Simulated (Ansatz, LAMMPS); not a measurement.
# Convergence of a linear-scaling basis for glassy 53P2O5-24SrO-24Li2O (mol %) (83 atoms)

Aim: test how closely localised support functions follow the reference on glassy 53P2O5-24SrO-24Li2O (mol %) (83 atoms), and at what cost. A setting counts as converged where the r.m.s. difference of forces stays under 1 % of the r.m.s. force.

Calculated with Ansatz 0.2.0; Kohn-Sham DFT, PBE, PAW (set soft_2), plane waves.

## Step 1: The starting structure

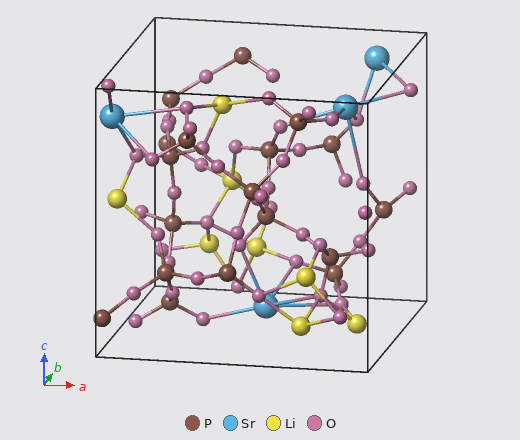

The starting structure, seen slightly off an axis (phosphorus brown, strontium blue, lithium yellow, oxygen pink). Bonds to atoms that aren't drawn are left out.

The cell holds 83 atoms: 18 P, 4 Sr, 8 Li and 53 O. Its edges and angles: a = 10.406 Å, b = 10.406 Å, c = 10.406 Å, α = 90.0°, β = 90.0°, γ = 90.0°. 83 atoms (18 P, 4 Sr, 8 Li, 53 O) placed at random at 2.74 g/cm³, melted at 4000 K for 10 ps at fixed volume with the Morse and Coulomb pair potential with partial charges (Pedone, Malavasi, Menziani, Cormack and Segre, J. Phys. Chem. B 110, 11780 (2006)). Quenched from 4000 K to 300 K at 20 K/ps and fixed volume, held 10 ps at zero pressure, then minimised at fixed cell.

What the set-up can't give: The quench rate of 20 K/ps is many orders above laboratory rates, so the cell is likely richer in defects and strain than a real sample. The starting topology of bonds comes from the classical model, and needn't be the one that DFT or experiment would give. Sampling is at Γ alone, for a cell whose shortest periodic width is 10 Å.

## Step 2: How the cell was made

A classical potential supplies the starting structure, since it reaches far longer times than DFT.

This step: classical MD, Morse and Coulomb pair potential with partial charges (Pedone, Malavasi, Menziani, Cormack and Segre, J. Phys. Chem. B 110, 11780 (2006)) (LAMMPS 22 Jul 2025 - Update 4).

File in.lmp:

```
# melt-quench of P18Sr4Li8O53
units metal
atom_style charge
boundary p p p
region box block 0 10.3210 0 10.3210 0 10.3210
create_box 4 box
mass 1 30.9738   # P
mass 2 87.6200   # Sr
mass 3 6.9400   # Li
mass 4 15.9990   # O
create_atoms 1 random 18 727410 NULL overlap 1.5 maxtry 2000
create_atoms 2 random 4 727417 NULL overlap 1.5 maxtry 2000
create_atoms 3 random 8 727424 NULL overlap 1.5 maxtry 2000
create_atoms 4 random 53 727431 NULL overlap 1.5 maxtry 2000
pair_style hybrid/overlay pedone 5.5 coul/long 8.0
pair_coeff * * coul/long
pair_coeff 1 4 pedone 0.831326 2.585833 1.800790 1   # P-O
pair_coeff 2 4 pedone 0.019623 1.886000 3.328330 3   # Sr-O
pair_coeff 3 4 pedone 0.001114 3.429506 2.681360 1   # Li-O
pair_coeff 4 4 pedone 0.042395 1.379316 3.618701 22   # O-O
set type 1 charge 3
set type 2 charge 1.2
set type 3 charge 0.6
set type 4 charge -1.2
kspace_style pppm 1.0e-4
neigh_modify delay 0 every 1 check yes
thermo_style custom step time temp pe press density
thermo_modify norm yes
timestep 0.002
thermo 100
min_style cg
minimize 1e-4 1e-4 200 2000
reset_timestep 0
velocity all create 4000 727411 mom yes dist gaussian
# [... 14 lines left out ...]
thermo 1666
fix md all npt temp 300 300 0.2 iso 0 0 2
run 5000 post no
unfix md
thermo 100
min_style cg
minimize 0 1e-3 2000 20000
write_dump all custom glass.dump id type xs ys zs modify sort id
```

Run with:

```console
$ lmp -in in.lmp -log none -nocite
```

Numbers of over 12 decimals in the logs are rounded to 6 here.

Output:

```text
LAMMPS (22 Jul 2025 - Update 4)
Created orthogonal box = (0 0 0) to (10.321 10.321 10.321)
Created 18 atoms
Created 4 atoms
Created 8 atoms
Created 53 atoms
PPPM initialization ...
  G vector (1/distance) = 0.38740435
  grid = 12 12 12
  estimated relative force accuracy = 5.5075363e-05
   Step          Time           Temp          PotEng         Press         Density
         0   0              0             -5.4864408      427779.38      2.7360005
        87   0.174          0             -18.498059      10750.783      2.7360005
Loop time of 0.0477298 s on 1 MPI rank(s) for 87 steps with 83 atoms
Minimization stats:
  Stopping criterion = energy tolerance
  Energy initial, next-to-last, final =
     -5.48644075971207  -18.4962274157537  -18.4980594140321
  Force two-norm initial, final = 278.10258 3.4029151
  Iterations, force evaluations = 87 116
   Step          Time           Temp          PotEng         Press         Density
[... 12 lines left out ...]
[... 1 line left out ...]
Loop time of 1.78172 s on 1 MPI rank(s) for 5000 steps with 83 atoms
   Step          Time           Temp          PotEng         Press         Density
[... 12 lines left out ...]
Loop time of 31.4401 s on 1 MPI rank(s) for 92500 steps with 83 atoms
   Step          Time           Temp          PotEng         Press         Density
[... 3 lines left out ...]
    103292   206.584        333.88271     -18.634954     -15024.121      2.6312577
    103500   207            314.01857     -18.642342     -15508.105      2.6695275
Loop time of 2.17308 s on 1 MPI rank(s) for 5000 steps with 83 atoms
   Step          Time           Temp          PotEng         Press         Density
    103500   207            314.01857     -18.642342     -15507.869      2.6695275
    103526   207.052        314.01857     -18.67807      -1931.0936      2.6695275
Loop time of 0.0319831 s on 1 MPI rank(s) for 26 steps with 83 atoms
Minimization stats:
  Stopping criterion = linesearch alpha is zero
  Energy initial, next-to-last, final =
     -18.6423415777721  -18.6780701870833  -18.6780701870833
  Force two-norm initial, final = 14.750205 0.55492863
  Iterations, force evaluations = 26 87
```

The job ended after 36 s (1 thread of Arm Neoverse V2, shared host; peak memory 0.07 GiB).

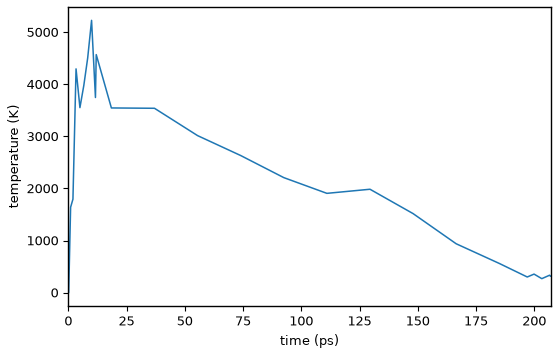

Temperature, plotted against time.

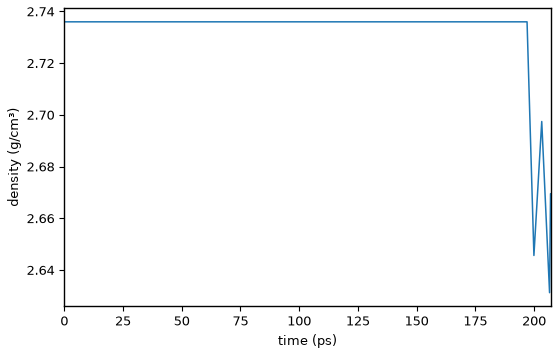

Density against time.

## Step 3: Plane-wave single point

The first run fixes the reference, at a cutoff of 420 eV.

File input.yaml:

```yaml
crystal:
  lattice:
    - [10.40597, 0.0, 0.0]
    - [0.0, 10.40597, 0.0]
    - [0.0, 0.0, 10.40597]
  atoms:
    - { symbol: P, position: [0.17508, 0.44774, 0.09774] }
    - { symbol: P, position: [0.4679, 0.07505, 0.31978] }
    - { symbol: P, position: [0.0524, 0.96593, 0.54164] }
    - { symbol: P, position: [0.16367, 0.50808, 0.6234] }
    - { symbol: P, position: [0.34917, 0.87866, 0.91006] }
    - { symbol: P, position: [0.1088, 0.76968, 0.76428] }
    - { symbol: P, position: [0.78344, 0.36049, 0.32199] }
    - { symbol: P, position: [0.21126, 0.21183, 0.27015] }
    - { symbol: P, position: [0.6812, 0.29494, 0.83634] }
    - { symbol: P, position: [0.30339, 0.14604, 0.78683] }
    - { symbol: P, position: [0.53497, 0.18893, 0.59678] }
    - { symbol: P, position: [0.89532, 0.75413, 0.40062] }
    - { symbol: P, position: [0.52837, 0.4501, 0.43608] }
    - { symbol: P, position: [0.01632, 0.03003, 0.13707] }
    - { symbol: P, position: [0.491, 0.67826, 0.61971] }
    - { symbol: P, position: [0.1507, 0.61271, 0.34447] }
    - { symbol: P, position: [0.66946, 0.91552, 0.58928] }
    - { symbol: P, position: [0.71909, 0.72864, 0.15984] }
    - { symbol: Sr, position: [0.00423, 0.25737, 0.82879] }
    - { symbol: Sr, position: [0.77958, 0.64217, 0.80543] }
    - { symbol: Sr, position: [0.52285, 0.47519, 0.09489] }
    - { symbol: Sr, position: [0.8264, 0.9571, 0.90762] }
    - { symbol: Li, position: [0.86232, 0.45346, 0.053] }
    - { symbol: Li, position: [0.42265, 0.77751, 0.22824] }
    - { symbol: Li, position: [0.37255, 0.42588, 0.84974] }
    - { symbol: Li, position: [0.75934, 0.06304, 0.32423] }
    - { symbol: Li, position: [0.3173, 0.84777, 0.45205] }
    - { symbol: Li, position: [0.72057, 0.1566, 0.11501] }
    - { symbol: Li, position: [0.02136, 0.26234, 0.52147] }
    - { symbol: Li, position: [0.2312, 0.85885, 0.20897] }
    - { symbol: O, position: [0.3429, 0.14503, 0.27371] }
    - { symbol: O, position: [0.12458, 0.63593, 0.69767] }
    - { symbol: O, position: [0.22824, 0.8144, 0.84197] }
    - { symbol: O, position: [0.25431, 0.712, 0.32798] }
    - { symbol: O, position: [0.04965, 0.89253, 0.16531] }
    - { symbol: O, position: [0.75218, 0.34561, 0.1802] }
    - { symbol: O, position: [0.4915, 0.13396, 0.45521] }
    - { symbol: O, position: [0.9931, 0.76356, 0.8493] }
    - { symbol: O, position: [0.78203, 0.39863, 0.82538] }
    - { symbol: O, position: [0.9097, 0.42669, 0.33706] }
    - { symbol: O, position: [0.1698, 0.54668, 0.4774] }
    - { symbol: O, position: [0.2849, 0.50457, 0.0239] }
    - { symbol: O, position: [0.97329, 0.08096, 0.57196] }
    - { symbol: O, position: [0.74426, 0.18161, 0.90327] }
    - { symbol: O, position: [0.56288, 0.34056, 0.90618] }
    - { symbol: O, position: [0.96504, 0.87642, 0.45288] }
    - { symbol: O, position: [0.33422, 0.86746, 0.05268] }
    - { symbol: O, position: [0.76679, 0.89119, 0.69266] }
    - { symbol: O, position: [0.17093, 0.26426, 0.39617] }
    - { symbol: O, position: [0.80998, 0.74798, 0.27923] }
    - { symbol: O, position: [0.57618, 0.10864, 0.2323] }
    - { symbol: O, position: [0.08098, 0.86795, 0.65517] }
    - { symbol: O, position: [0.47114, 0.82832, 0.8559] }
    - { symbol: O, position: [0.71722, 0.92713, 0.4537] }
    - { symbol: O, position: [0.27848, 0.25534, 0.87622] }
    - { symbol: O, position: [0.35612, 0.72946, 0.61074] }
    - { symbol: O, position: [0.3415, 0.02285, 0.86479] }
    - { symbol: O, position: [0.77338, 0.23858, 0.39877] }
    - { symbol: O, position: [0.59891, 0.04329, 0.62012] }
    - { symbol: O, position: [0.6351, 0.2481, 0.70166] }
    - { symbol: O, position: [0.88399, 0.06718, 0.18023] }
    - { symbol: O, position: [0.52195, 0.33575, 0.53089] }
    - { symbol: O, position: [0.76973, 0.61888, 0.07714] }
    - { symbol: O, position: [0.71676, 0.84751, 0.07948] }
    - { symbol: O, position: [0.18322, 0.10959, 0.71778] }
    - { symbol: O, position: [0.58785, 0.68683, 0.20716] }
    - { symbol: O, position: [0.66562, 0.44146, 0.37748] }
    - { symbol: O, position: [0.57553, 0.79917, 0.59295] }
    - { symbol: O, position: [0.05326, 0.42715, 0.02399] }
    - { symbol: O, position: [0.43492, 0.43166, 0.32819] }
    - { symbol: O, position: [0.03221, 0.06145, 0.99568] }
    - { symbol: O, position: [0.06058, 0.41044, 0.64567] }
    - { symbol: O, position: [0.29152, 0.46485, 0.67205] }
    - { symbol: O, position: [0.83455, 0.68628, 0.51219] }
    - { symbol: O, position: [0.43919, 0.93497, 0.33386] }
    - { symbol: O, position: [0.5091, 0.57865, 0.50594] }
    - { symbol: O, position: [0.21274, 0.31966, 0.16687] }
    - { symbol: O, position: [0.1517, 0.53334, 0.22] }
    - { symbol: O, position: [0.54761, 0.60443, 0.72942] }
    - { symbol: O, position: [0.17554, 0.97898, 0.46714] }
    - { symbol: O, position: [0.41197, 0.173, 0.68708] }
    - { symbol: O, position: [0.1141, 0.11514, 0.21316] }
    - { symbol: O, position: [0.01981, 0.67864, 0.36168] }
kpoints:
  mp_grid: { grid: [1, 1, 1] }
hamiltonian:
  xc: pbe
scf:
  occupations: { method: fixed }
output:
  forces: true
  stress: true
  populations: true
  dos:
    method: { smearing: { sigma: 0.08 } }
    de: 0.1
    projected: { site_lists: { Li: [Li], O: [O], P: [P], Sr: [Sr] } }
  eigenvalues: true
  write_density: true
  write_potential: true
  volumetric_format: npy
  elf: true
```

Run with:

```console
$ ansatz run input.yaml --threads 4 --pin off --max-ram 8192MiB --backend cpu --events-out ev --progress --plain --runs-dir out
```

Output:

```text
Engine: ansatz 0.2.0, aarch64-unknown-linux-gnu
Pseudopotentials: kind: paw
Pseudopotential: P, paw, valence charge 5, recommended cutoff 420 eV (normal), P.paw.azcp
Pseudopotential: Sr, paw, valence charge 10, recommended cutoff 420 eV (normal), Sr.paw.azcp
Pseudopotential: Li, paw, valence charge 3, recommended cutoff 420 eV (normal), Li.paw.azcp
Pseudopotential: O, paw, valence charge 6, recommended cutoff 420 eV (normal), O.paw.azcp
[... 5 lines on functional and potentials left out ...]
Crystal: 83 atoms, lattice volume = 1126.802 Å³
Basis set: ecut = 420 eV, 22119 PW (Γ), exchange–correlation on 144×144×144 points (8 copies of the dense FFT grid, shifted against one another)
Bands: 319, of which v1, the nominal top of the filled ones, is band 236 counted from 1 (235 counted from 0)
Symmetry: 1 space group operations
Space group: P1 (ITA 1), of the structure as read, at distance tolerance 1.0e-4 Å
k-points: 1
[... 9 lines on functional and potentials left out ...]
Initial density: superposition of atomic densities (neutral atoms: chi_scale 0, normalization atom), corrected by the library's trained network
Initial wavefunctions: pseudopotential atomic-orbital guess
Functional: x = pbe(κ = 0.804, μ = 0.219515), c = pbe(β = 0.066725)
SCF iter   1: F=—  HF=-59537.885470 eV  |F-HF|=—  |Δ(HF+E_count)|=         —  Δρ=3.53e-3  dr2=1.84e-1  ethr=1.77e-3  ⟨swp⟩=7.0  Hψ=1304  notcnv=0  defer=81
preconditioner: auto → Resta (q_TF=auto, 2.360 Å⁻¹)  ε∞=3.0  [insulator: Δε(μ)=2.870 eV  Ē_g=16.413 eV  n_scr=250 (ndim 8)  ℏωp=23.4 eV  f_vac=0.161  ε∞_Penn≈3.0]
SCF iter   2: F=—  HF=-59537.855028 eV  |F-HF|=—  |Δ(HF+E_count)|=   3.04e-2  Δρ=1.84e-3  dr2=4.02e-2  ethr=3.89e-5  ⟨swp⟩=4.0  Hψ=569  notcnv=0  defer=81
SCF iter   3: F=—  HF=-59537.853023 eV  |F-HF|=—  |Δ(HF+E_count)|=   2.00e-3  Δρ=7.74e-4  dr2=1.20e-2  ethr=8.52e-6  ⟨swp⟩=3.0  Hψ=442  notcnv=0  defer=81
SCF iter   4: F=—  HF=-59537.850982 eV  |F-HF|=—  |Δ(HF+E_count)|=   2.04e-3  Δρ=2.98e-4  dr2=1.26e-3  ethr=2.55e-6  ⟨swp⟩=3.0  Hψ=440  notcnv=0  defer=81
SCF iter   5: F=—  HF=-59537.850950 eV  |F-HF|=—  |Δ(HF+E_count)|=   3.18e-5  Δρ=1.69e-4  dr2=2.88e-4  ethr=2.67e-7  ⟨swp⟩=2.0  Hψ=542  notcnv=0  defer=81
SCF iter   6: F=—  HF=-59537.850936 eV  |F-HF|=—  |Δ(HF+E_count)|=   1.38e-5  Δρ=5.21e-5  dr2=2.50e-5  ethr=6.10e-8  ⟨swp⟩=3.0  Hψ=469  notcnv=0  defer=81
SCF iter   7: F=—  HF=-59537.853089 eV  |F-HF|=—  |Δ(HF+E_count)|=   2.15e-3  Δρ=2.09e-5  dr2=4.29e-6  ethr=5.30e-9  ⟨swp⟩=3.0  Hψ=528  notcnv=0  defer=81
SCF iter   8: F=—  HF=-59537.853090 eV  |F-HF|=—  |Δ(HF+E_count)|=   1.09e-6  Δρ=8.35e-6  dr2=6.57e-7  ethr=9.10e-10  ⟨swp⟩=3.0  Hψ=472  notcnv=0  defer=81
SCF iter   9: F=-59537.853091 eV  HF=-59537.853091 eV  |F-HF|=4.40e-8  |Δ(HF+E_count)|=   3.04e-7  Δρ=2.35e-6  dr2=6.10e-8  ethr=2.12e-11  ⟨swp⟩=31.0  Hψ=4392  notcnv=0
SCF 1 converged in 9 iterations: F = -59537.853091 eV  dr2 = 6.10e-8
  greatest PAW one-centre occupation: 1.000 electrons in one spin orbital (limit 2), on the Li atom at site 29 (counted from 0), in its partial waves of l = 0
SCF converged after 9 iterations
Free energy (F): -59537.853091 eV
Harris-Foulkes:  -59537.853091 eV  (|F-HF|=4.40e-8)
Internal energy: -59537.853091 eV  (E = F + TS)
E sigma→0 (E₀):  -59537.853091 eV
Fermi energy:    4.333774 eV
--- Per-component energies (eV) ---
  E_band       = -3155.495401
  E_kinetic    = 12009.635413
  E_local      = -33226.847721  (includes V_loc(G=0)·N_el)
  E_nonlocal   = 3639.178590
  E_hartree    = 11833.494374
  E_xc         = -5845.062117
  E_vxc        = -6905.281373  (∫ρ·V_xc dr)
  E_paw        = -29609.891396  (= ΣΔE_a)
  E_vpaw       = -2339.304825  (= ΣTr[D̂ρ^β])
  E_aug_tail   = 0.133968  (compensation charges beyond the density's cutoff)
  E_ewald      = -18338.494201
  E_smearing   = -0.000000  (= −TS)
  E_closure    = -0.000000  (closes the sum)
  Σ components = -59537.853091   (vs F -59537.853091, Δ=0.00e0)
--- Forces (eV/Å), atoms counted from 1 ---
  atom   1  P     -0.32852685    -0.49616858    -1.24420211
  atom   2  P      2.08824029    -0.71148868    -0.12265920
  atom   3  P      1.51640476     1.12188276    -2.18332433
  atom   4  P      2.18059541    -1.97697239     1.71472622
  atom   5  P      3.13621084    -0.21902222     0.25376543
  atom   6  P     -0.37791205     0.95848422     0.15690504
  atom   7  P      2.39919846    -1.61484573     0.53918265
  atom   8  P     -2.40819415     0.31590556     2.73554135
  atom   9  P     -1.07931749    -0.32345151     1.22153694
  atom  10  P     -3.11651182    -0.69210325     0.36948631
  atom  11  P      0.09613861    -0.78118906    -0.38696884
  atom  12  P     -1.68297725    -1.16544012     3.93627192
  atom  13  P      0.35852041    -1.67860729    -2.04615678
  atom  14  P     -1.12841131    -1.93532161    -0.90203462
[...]
atom  82  O      1.92650829     1.11502637     1.08341913
  atom  83  O      1.03062939    -1.17799823    -1.67895850
  max |Σ_I F_I| component: 1.30e-4 eV/Å
--- Stress (GPa, compression-positive) ---
        2.581827       0.020977       0.026727
        0.020979       3.462443       0.787743
        0.026724       0.787747       1.390316
  P = ⅓ Tr σ = 2.4782 GPa (24.782 kbar)
--- Band table (eV) ---
  k-point 0: bands = ["-40.8147", "-40.6304", "-40.6176", "-40.4845", [... 303 levels ...], "12.9408", "13.0197", "13.0582", "13.0939", "13.1328", "13.1580", "13.1941", "13.2132", "13.2693", "13.3106", "13.3899", "13.4390"]
--- Löwdin populations: 83 sites ---
  site symbol       q [e]
     0      P      2.7705
     1      P      2.7716
     2      P      2.8094
[...]
82      O      6.7256
  spilling = 0.016895 (of n_electrons = 472.000000)
```

Wall time 15 s (4 threads of Arm Neoverse V2, shared host); peak memory 1.3 GiB; 57 s of CPU time.

The column dr2 measures how far the density is from self-consistency, as an energy; F and HF (Harris–Foulkes) agree once it is small.

Numbers from this run:

- free energy: -59537.8531 eV
- free energy per atom: -717.3235 eV/atom
- SCF cycles: 9
- pressure: 2.478 GPa
- r.m.s. force component: 1.102 eV/Å
- longest force: 4.437 eV/Å
- Fermi energy: 4.334 eV
- gap (highest filled to lowest empty level): 2.396 eV
- spilling of the projection: 0.0169

The r.m.s. force component of 1.1 eV/Å sets the scale for the differences below.

## Step 4: Support functions low

The cell is solved in localised support functions.

This step: Kohn-Sham DFT, PBE, PAW (set soft_2), localised support functions (low) (Ansatz 0.2.0).

input.yaml, the sections that differ from step 3:

```yaml
scf:
  occupations: { method: fixed }
  eigensolver: { kind: { support_functions: { accuracy: low } } }
  max_iter: 150
output:
  forces: true
  eigenvalues: true
# crystal, kpoints, hamiltonian: as in step 3
```

Output:

```text
Warning: scf.eigensolver.kind.support_functions: disabling space-group detection — the functions' gradient is summed over unrotated k-points, so no spatial operation reduces the k-mesh or symmetrises the density; time reversal is kept, so that k and −k are solved as one point where they differ and the mesh holds both, and exact exchange and, on two spinor components, a DFT+U term hold to it where the run has them: [...]
settings of this run that can trade accuracy for cost: scf.eigensolver.kind.support_functions; scf.eigensolver.kind.support_functions.accuracy: low [...]
[...]
Crystal: 83 atoms, lattice volume = 1126.802 Å³
Basis set: ecut = 420 eV, 22119 PW (Γ), exchange–correlation on 150×150×150 points (8 copies of the dense FFT grid, shifted against one another)
Bands: 284, of which v1, the nominal top of the filled ones, is band 236 counted from 1 (235 counted from 0)
Symmetry: 1 space group operations
k-points: 1
[...]
SCF iter   1: F=—  HF=-59509.139693 eV  |F-HF|=—  |Δ(HF+E_count)|=         —  Δρ=1.12e-1  dr2=1.75e2  ethr=1.00e-1
[...]
SCF iter  12: F=—  HF=-59538.231483 eV  |F-HF|=—  |Δ(HF+E_count)|=   2.41e-3  Δρ=3.53e-5  dr2=1.87e-5  ethr=1.43e-8  κ⁻¹=2.6e-5(r=7)
SCF iter  13: F=-59538.233376 eV  HF=-59538.233375 eV  |F-HF|=3.33e-7  |Δ(HF+E_count)|=   1.89e-3  Δρ=1.44e-5  dr2=4.99e-6  ethr=3.96e-9
SCF 1 converged in 13 iterations: F = -59538.256105 eV  dr2 = 4.99e-6
[...]
SCF converged after 13 iterations
Stability not checked: this state was not tested for a lower state beside it, because the mixer in use, unlike msr1, does not test its closes by its own steps (another_mixer; see scf.mixing.algorithm and scf.lower_state_search)
Free energy (F): -59538.256105 eV
[...]
Internal energy: -59538.256105 eV  (E = F + TS)
E sigma→0 (E₀):  -59538.256105 eV
Fermi energy:    4.333739 eV
[...]
Σ components = -59538.256105   (vs F -59538.256105, Δ=0.00e0)
--- Forces (eV/Å), atoms counted from 1 ---
  atom   1  P     -0.32881147    -0.49609554    -1.24423456
  atom   2  P      2.08799425    -0.71166759    -0.12299562
  atom   3  P      1.51645264     1.12179725    -2.18306933
  atom   4  P      2.18044193    -1.97594937     1.71529407
[...]
atom  83  O      1.03010483    -1.17808628    -1.67928836
  max |Σ_I F_I| component: 3.77e-3 eV/Å
--- Band table (eV) ---
[...]
```

It took 89 s on 4 threads; peak memory 3.3 GiB; 5.8 min of CPU time.

The program notes that the band table was not solved further than the SCF left it and it switched symmetry off.

Keys that differ from the reference: support_functions.accuracy = "low" and scf.max_iter = 150.

Forces differ from the reference by 0.91 meV/Å r.m.s., 0.083 % of their size, well within a tolerance of 1 %; the energy by -4.9 meV/atom. It took 89 s and 13 cycles; the reference's time can't be set against it, since the two runs asked for unlike analyses.

(Continued in part 2 of 2.)

[Logs are printed without paths, hosts, clocks, repeated set-up lines and the standing remarks that a program may print on its own settings, such as how far it seeks lower states.]

[Hosts, paths, dates, database ids (printed as entryN), source tags and the programs' standing remarks are cut or masked in the printed files.]
